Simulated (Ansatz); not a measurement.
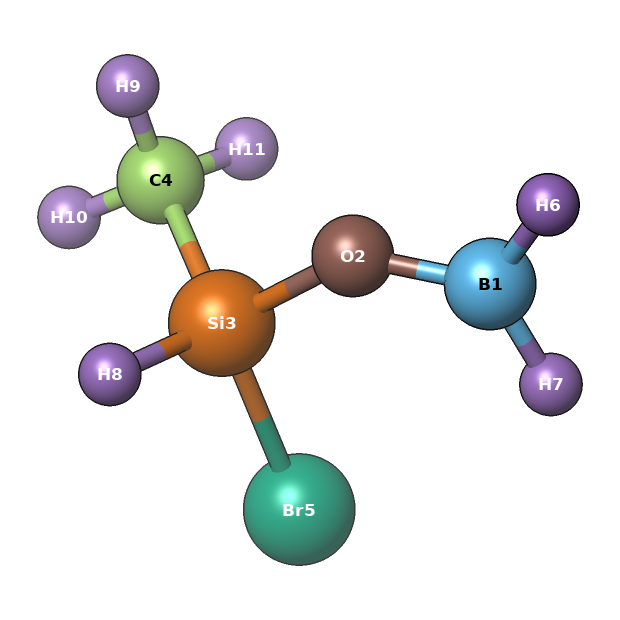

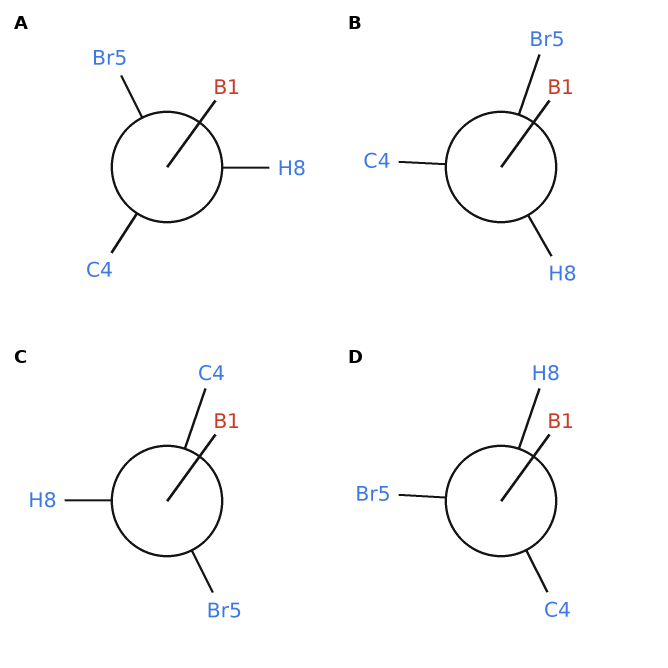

Distant atoms are faded towards the background colour. Bonds that would overlap in a projection are set slightly apart. Computed geometry: PBE-D4/def2-SVP optimisation. No frequency run is at hand to confirm it as a minimum.

> Which Newman projection shows the view along O2–Si3, with O2 in front?

B. The torsion angle B1–O2–Si3–Br5 is −3°, synperiplanar (eclipsed).
